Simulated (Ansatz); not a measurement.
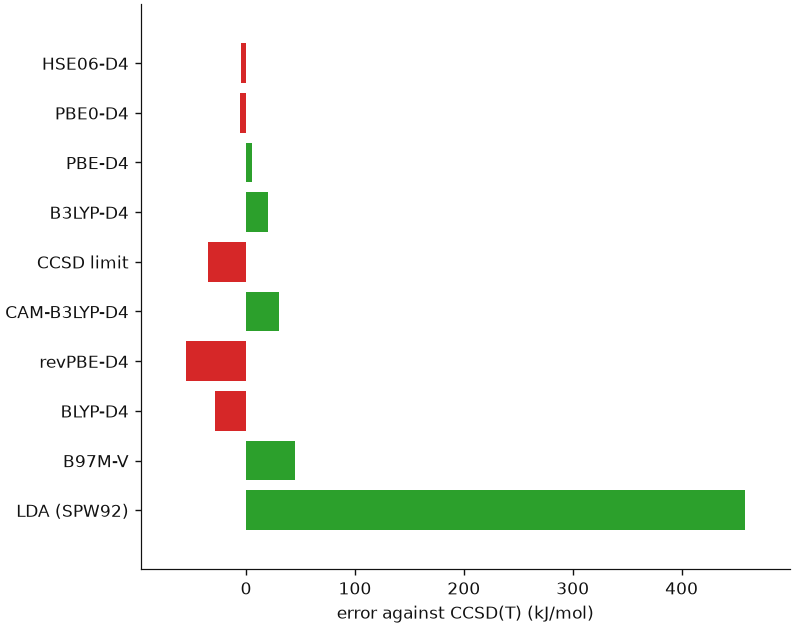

Error in the electronic atomisation energy (method less reference, so positive means overbinding) of CH₉BSi₂, SMILES CB([SiH3])[SiH3]: functionals in def2-TZVPP against frozen-core CCSD(T) at the limit (MP2 extrapolated from triple and quadruple zeta, plus CCSD(T) less MP2 in a smaller set), which gives 4192.5 kJ/mol, at a PBE0-D4/def2-TZVP geometry (a minimum by its frequencies), no zero-point or spin-orbit term, the Ansatz code. The reference leaves out core correlation, a term that grows with the number of heavy atoms. Limit means the basis limit.

### What range do the values span?

From −55.4 kJ/mol (revPBE-D4) to 458.3 kJ/mol (LDA (SPW92)).

### Give the values.

| level | kJ/mol |
| --- | --- |
| HSE06-D4 | −4.5 |
| PBE0-D4 | −6.0 |
| PBE-D4 | 5.4 |
| B3LYP-D4 | 19.7 |
| CCSD limit | −35.2 |
| CAM-B3LYP-D4 | 30.5 |
| revPBE-D4 | −55.4 |
| BLYP-D4 | −28.9 |
| B97M-V | 44.7 |
| LDA (SPW92) | 458.3 |
